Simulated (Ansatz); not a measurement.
**Fields on a plane of VN (rock salt)**

```
CELL_PARAMETERS angstrom
      0.00000     2.05846     2.05846
      2.05846     0.00000     2.05846
      2.05846     2.05846     0.00000
ATOMIC_POSITIONS crystal
  N  0.00000 0.00000 0.00000
  V  0.50000 0.50000 0.50000
```

The slice is a {111} plane (indices of the conventional cell) through the point (0.000, 0.000, 0.000) (fractional), spanned by u = [100] and v = [-1 2 0] in vectors of this cell: u (2.91 Å) and v (5.04 Å, at 90° to u). It covers one period; positions are fractions (u, v).

Atoms on it: N at (0.00, 0.00); N at (0.50, 0.50).

All values below come from PBE (plane waves to 420 eV, PAW, scalar-relativistic; Ansatz, a quantum-chemistry and plane-wave program). k mesh 19×19×19. Near the nuclei the fields are pseudised (PAW); where an atom keeps semicore shells as valence, they peak there. The PAW data are Ansatz's earlier set. VN is run without spin polarisation. VN was relaxed with its symmetry unable to fall.

```tsv
v \ u	0.00	0.14	0.29	0.43	0.57	0.71	0.86
0.88	0.2	0.0	-0.4	-0.6	-0.6	-0.4	0.0
0.75	-0.6	-0.6	-0.6	-0.6	-0.6	-0.6	-0.6
0.62	-0.7	-0.6	-0.2	0.1	0.1	-0.2	-0.6
0.50	-0.6	-0.4	0.2	0.5	0.5	0.2	-0.4
0.38	-0.7	-0.6	-0.2	0.1	0.1	-0.2	-0.6
0.25	-0.6	-0.6	-0.6	-0.6	-0.6	-0.6	-0.6
0.12	0.2	0.0	-0.4	-0.6	-0.6	-0.4	0.0
0.00	0.5	0.5	-0.1	-0.6	-0.6	-0.1	0.5
```

Values: log₁₀ of the valence density in e/Å³. The scale is logarithmic, as a density can span decades between atoms and voids.

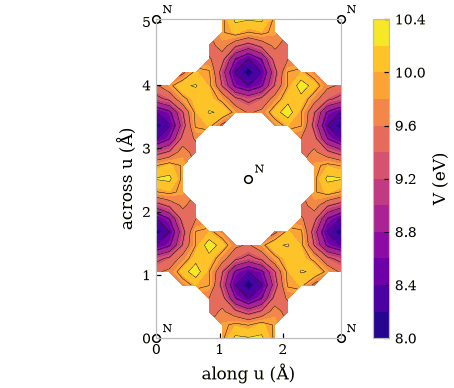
Electrostatic potential energy of an electron, from the cell's mean, in eV, one period of the plane, atoms marked. Points within 0.9 Å of a nucleus are left white, as the pseudised field means little there. The zero, the cell's mean, hangs on the PAW cores.
